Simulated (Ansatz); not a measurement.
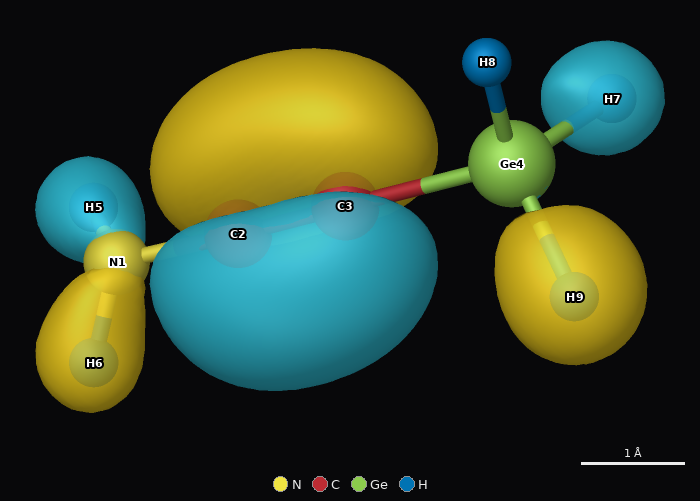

Figure 1: C$_{2}$H$_{5}$GeN (SMILES NC#[C][GeH3]). The HOMO−1 at ±0.1 Å⁻³ᐟ² (yellow and cyan are the two phases), seen at a tilt.

Geometry: PBE0-D4/def2-TZVP.

Theory: RKS PBE0-D4/def2-TZVPP in Ansatz.

```xyz
9

N     0.6282    2.1283   -1.0947
C     0.2949    0.9729   -0.5064
C     0.0445   -0.0804    0.0359
Ge   -0.3388   -1.7160    0.8875
H     0.4812    2.1694   -2.0918
H     0.3249    2.9645   -0.6192
H    -1.3608   -2.5054    0.0545
H     0.9401   -2.5545    1.0405
H    -0.9256   -1.4251    2.2767
```

Q: Describe this orbital and give its energy.

A: It lies mainly on C2 (about 40 %), C3 (about 40 %) and Ge4 (about 5 %); π-bonding across C2–C3. Its energy is −7.70 eV.
